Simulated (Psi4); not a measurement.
# C3H5F (allyl fluoride): PBE0/def2-SVP

What is the vertical ionisation energy of C3H5F (allyl fluoride) at PBE0/def2-SVP? 

The results are computed with Psi4 1.11.

2 further runs of the same task are left out: 2 set aside as unsound or not needed.

**1. The system as given**

The species is C3H5F (9 atoms), meant as a singlet with charge 0. SMILES: `C=CCF`. The coordinates come from a PBE0-D4/def2-TZVP relaxation. This is one conformer, not always the lowest.

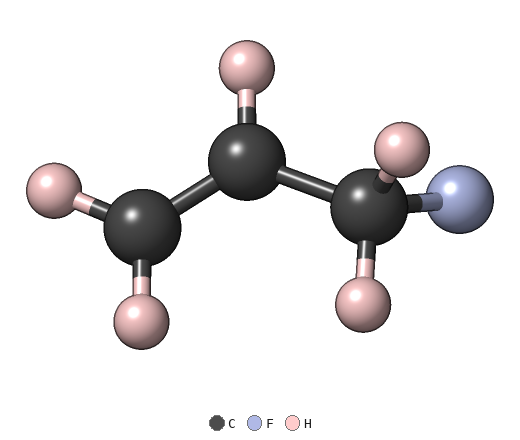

The structure, seen from a chosen angle (carbon dark grey, fluorine light blue, hydrogen pink).

**2. Energy and forces at PBE0/def2-SVP**

File input.in:

```
memory 1.6 GB

molecule m {
  0 1
  C
  C 1 1.324191
  C 2 1.48608 1 123.55492
  F 3 1.387265 2 110.3456 1 126.14046
  H 1 1.08355 2 121.72294 3 177.89256
  H 1 1.085759 5 116.94543 2 179.63325
  H 2 1.087109 1 120.55705 5 -0.9041
  H 3 1.095791 4 106.90686 2 -120.88558
  H 3 1.093755 8 108.98446 4 116.71624
  symmetry c1
}

set {
  basis                def2-SVP
  puream               true
  e_convergence        1e-09
  d_convergence        1e-08
  scf_type             pk
  dft_radial_points    99
  dft_spherical_points 590
}

E, wfn = gradient('pbe0', return_wfn=True)
oeprop(wfn, 'MULLIKEN_CHARGES', 'LOWDIN_CHARGES', 'WIBERG_LOWDIN_INDICES')
```

Run with:

```console
$ psi4 -i input.in -o input.out -n 1
```

input.out:

```text
[...]
  Running in c1 symmetry.
[...]
  Nuclear repulsion =  114.580614677986730
[...]
  Multiplicity = 1
[...]
  Nalpha       = 16
  Nbeta        = 16
[...]
    Number of basis functions: 81
[...]
   @RKS iter   1:  -216.54169664828237   -3.45669e-01   7.09138e-03 DIIS/ADIIS
[...]
   @RKS iter  11:  -216.72914397939971   -1.70530e-12   3.50746e-09 DIIS
[...]
  @RKS Final Energy:  -216.72914397939971
   => Energetics <=
    Nuclear Repulsion Energy =            114.5806146779867305
    One-Electron Energy =                -522.9133296622241005
    Two-Electron Energy =                 213.0976398251512194
    DFT Exchange-Correlation Energy =     -21.4940688203135331
    Empirical Dispersion Energy =           0.0000000000000000
    VV10 Nonlocal Energy =                  0.0000000000000000
    Total Energy =                       -216.7291439793997085
[...]
 Multipole Moments:
 ------------------------------------------------------------------------------------
     Multipole            Electronic (a.u.)      Nuclear  (a.u.)        Total (a.u.)
 ------------------------------------------------------------------------------------
 L = 1.  Multiply by 2.5417464519 to convert [e a0] to [Debye]
 Dipole X            :          2.4404581           -2.9708232           -0.5303650
 Dipole Y            :         -1.2681796            1.3094497            0.0412701
 Dipole Z            :          4.2490333           -4.7244044           -0.4753711
 Magnitude           :                                                    0.7134199
[...]
  -Total Gradient:
     Atom            X                  Y                   Z
    ------   -----------------  -----------------  -----------------
       1        0.000225350091    -0.000729227576     0.003761743375
       2        0.000539704631     0.004630570813    -0.004945899405
       3       -0.011266870115    -0.003250208454    -0.007748883696
       4        0.004050048589    -0.000320359887     0.003252776939
       5        0.000061877509    -0.005781574143     0.003722981022
       6       -0.000085783097     0.005547767393     0.003663961441
       7        0.000028115059    -0.005487614881    -0.003501173962
       8        0.005800089418     0.000551520033    -0.002070653220
       9        0.000644023444     0.004834902607     0.003866657824
[...]
  Mulliken Charges: (a.u.)
   Center  Symbol    Alpha    Beta     Spin     Total
       1     C     3.03337  3.03337  0.00000 -0.06674
       2     C     3.08091  3.08091  0.00000 -0.16181
       3     C     2.84838  2.84838  0.00000  0.30324
       4     F     4.64767  4.64767  0.00000 -0.29534
       5     H     0.47132  0.47132  0.00000  0.05735
       6     H     0.47577  0.47577  0.00000  0.04847
       7     H     0.47564  0.47564  0.00000  0.04871
       8     H     0.47999  0.47999  0.00000  0.04001
       9     H     0.48695  0.48695  0.00000  0.02610
   Total alpha = 16.00000, Total beta = 16.00000, Total charge = -0.00000
[...]
```

Run time: 17 s. Hardware: 1 thread of AMD EPYC 9R14 (Zen 4), shared host; peak memory 0.83 GiB.

**3. The doublet cation: the energy at UPBE0/def2-SVP**

File calc.dat:

```
memory 1.6 GB

molecule {
  1 2
  C
  C 1 1.324191
  C 2 1.48608 1 123.55492
  F 3 1.387265 2 110.3456 1 126.14046
  H 1 1.08355 2 121.72294 3 177.89256
  H 1 1.085759 5 116.94543 2 179.63325
  H 2 1.087109 1 120.55705 5 -0.9041
  H 3 1.095791 4 106.90686 2 -120.88558
  H 3 1.093755 8 108.98446 4 116.71624
  symmetry c1
  no_reorient
  no_com
}

set {
  basis                def2-SVP
  reference            uks
  puream               true
  e_convergence        1e-09
  d_convergence        1e-08
  scf_type             pk
  dft_radial_points    99
  dft_spherical_points 590
  maxiter              200
}

energy_value, wavefunction = energy('pbe0', return_wfn=True)
```

Run with:

```console
$ psi4 calc.dat calc.out -n 1
```

calc.out:

```text
[...]
  Running in c1 symmetry.
[...]
  Nuclear repulsion =  114.580614677986702
[...]
  Multiplicity = 2
[...]
  Nalpha       = 16
  Nbeta        = 15
[...]
    Number of basis functions: 81
[...]
   @UKS iter   1:  -216.17513103326624    2.08965e-02   6.26765e-03 DIIS/ADIIS
[...]
   @UKS iter  16:  -216.34629047043495   -1.64846e-11   8.24812e-09 DIIS
[...]
   @S^2 Observed:                7.528177845E-01
[...]
    Orbital Energies [Eh]
    ---------------------
    Alpha Occupied:
       1A    -24.976986     2A    -10.567210     3A    -10.566010
       4A    -10.548517     5A     -1.422023     6A     -1.130375
       7A     -0.970798     8A     -0.859905     9A     -0.785749
      10A     -0.753845    11A     -0.738564    12A     -0.707502
      13A     -0.665205    14A     -0.626132    15A     -0.590602
      16A     -0.577576
    Alpha Virtual:
      17A     -0.306234    18A     -0.123956    19A     -0.116216
      20A     -0.095566    21A     -0.063859    22A     -0.053869
      23A     -0.043881    24A      0.036449    25A      0.104641
[...]
  @UKS Final Energy:  -216.34629047043495
   => Energetics <=
    Nuclear Repulsion Energy =            114.5806146779867021
    One-Electron Energy =                -514.4653779604446981
    Two-Electron Energy =                 204.7843742384739301
    DFT Exchange-Correlation Energy =     -21.2459014264508959
    Empirical Dispersion Energy =           0.0000000000000000
    VV10 Nonlocal Energy =                  0.0000000000000000
    Total Energy =                       -216.3462904704349512
[...]
 Multipole Moments:
 ------------------------------------------------------------------------------------
     Multipole            Electronic (a.u.)      Nuclear  (a.u.)        Total (a.u.)
 ------------------------------------------------------------------------------------
 L = 1.  Multiply by 2.5417464519 to convert [e a0] to [Debye]
 Dipole X            :          1.8610361           -2.9708232           -1.1097871
 Dipole Y            :         -0.5718425            1.3094497            0.7376073
 Dipole Z            :          2.8634611           -4.7244044           -1.8609433
 Magnitude           :                                                    2.2888429
[...]
```

Run time: 28 s. Hardware: 1 thread of AMD EPYC 9R14 (Zen 4), shared host; peak memory 0.82 GiB.

**4. Summary of results**

Level: PBE0/def2-SVP.

| quantity | value |
| --- | --- |
| singlet C3H5F: total energy | -216.72914 Eh |
| singlet C3H5F: dipole moment | 1.81 D |
| singlet C3H5F: HOMO energy | -7.98 eV |
| singlet C3H5F: LUMO energy | -0.02 eV |
| singlet C3H5F: HOMO–LUMO gap | 7.96 eV |
| singlet C3H5F: largest force on an atom | 0.723 eV/Å |
| doublet cation: total energy | -216.34629 Eh |
| doublet cation: HOMO energy (highest over α and β) | -15.61 eV |
| doublet cation: LUMO energy (lowest over α and β) | -12.81 eV |
| doublet cation: ⟨S²⟩ | 0.753 |
| vertical ionisation energy (to the doublet cation) | 10.418 eV |

In words: Removing an electron at fixed nuclei costs 10.42 eV (240 kcal/mol). The largest force (singlet C3H5F) is 0.72 eV/Å: the shape isn't a stationary point for this species at this level. The negative HOMO energy of the first species, 7.98 eV, lies 2.44 eV below that difference.
